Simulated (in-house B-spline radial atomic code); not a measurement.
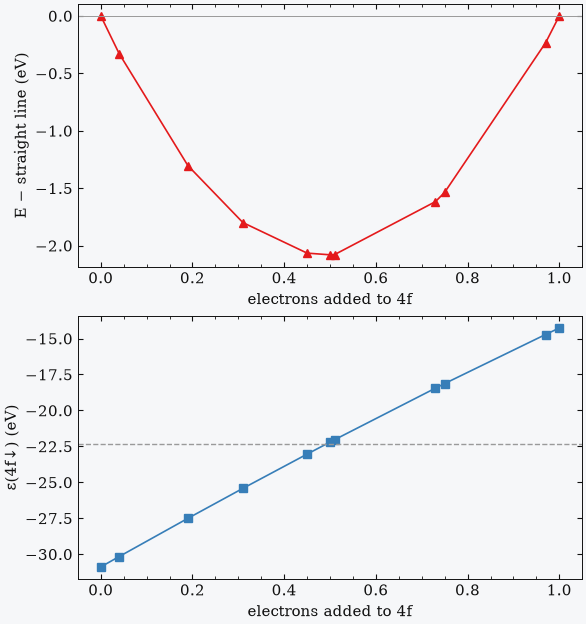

The calculation used an in-house B-spline radial code at this level: scalar-relativistic (spin-free one-electron X2C) TPSS, spin-polarised, spherical fractional occupations, Fermi nucleus, basis-set limit. The occupation of the 4f shell is varied from Tb³⁺ ([Xe] 4f8 (high spin)) to Tb²⁺ ([Xe] 4f9 (high spin)), with spherical fractional occupations. The plot shows the total energy less the straight line between the end points, and the eigenvalue of 4f↓ (the dashed line is minus the energy to take the whole electron out).

Is the energy convex or concave in the occupation, and by how much?

The curve is convex (below the straight line), with the largest deviation among the points computed, −2.08 eV, at 0.5. The end points differ by 22.3 eV, the energy to take the electron out. The eigenvalue, which is the slope of the energy (Janak's theorem), moves from −30.9 eV at 0 to −14.3 eV at 1; for a straight line it would stay constant, and a parabola would sag by an eighth of this change, scaled to a whole electron, 2.08 eV. Convexity is the mark of the delocalisation error, which puts fractional charges too low; for p, d and f shells the spherical spreading of the fraction adds to it.
